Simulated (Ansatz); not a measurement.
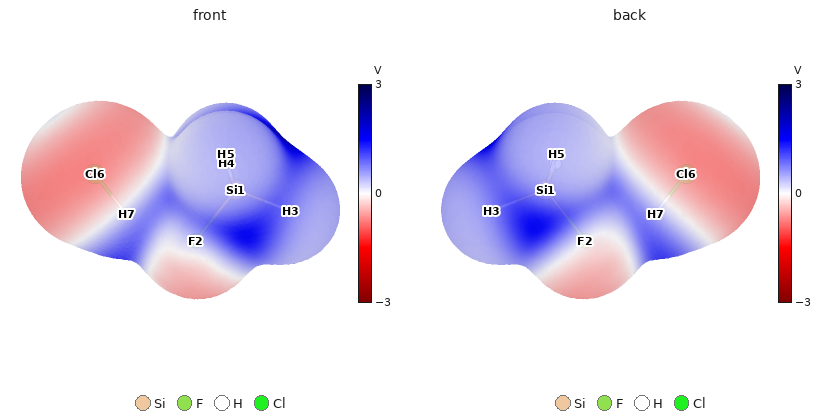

Figure. FH₃Si···HCl. The electrostatic potential painted on the density surface at 0.002 e/bohr³, seen from the front and from behind; the colour scale runs from red (negative) to blue (positive).

Method: Ansatz 0.2.0, RKS PBE-D4/def2-SVP.

The calculation's input:

```
crystal:
  periodic: [false, false, false]
  atoms:
    - { symbol: Si, position_ang: [0.218938, -0.000836, -0.073074] }
    - { symbol: F, position_ang: [0.241409, -0.004367, 1.55057] }
    - { symbol: H, position_ang: [1.657872, 0.001584, -0.510478] }
    - { symbol: H, position_ang: [-0.456987, 1.244556, -0.558401] }
    - { symbol: H, position_ang: [-0.454204, -1.245844, -0.563225] }
    - { symbol: Cl, position_ang: [-2.861096, -0.003485, 1.208022] }
    - { symbol: H, position_ang: [-1.817131, 0.008391, 2.043187] }
basis:
  gaussian: { orbitals: def2-SVP }
hamiltonian:
  xc: pbe
  dispersion: d4
relax:
  f_tol: 0.03
  max_steps: 50
output:
  orbitals: {}
```

Run with:

```sh
ansatz run input.yaml --threads 1 --pin off --max-ram 2048MiB --backend cpu --events-out ev --progress --plain --runs-dir out
```

The fields are those of the run's last geometry, not of the input's.

> Which sites attract a positive test charge, and which a negative one?

A positive charge is drawn to the negative regions and a negative charge to the positive ones. The most negative region (about −0.7 V) lies over Cl6, the most positive (about +2.0 V) over Si1.
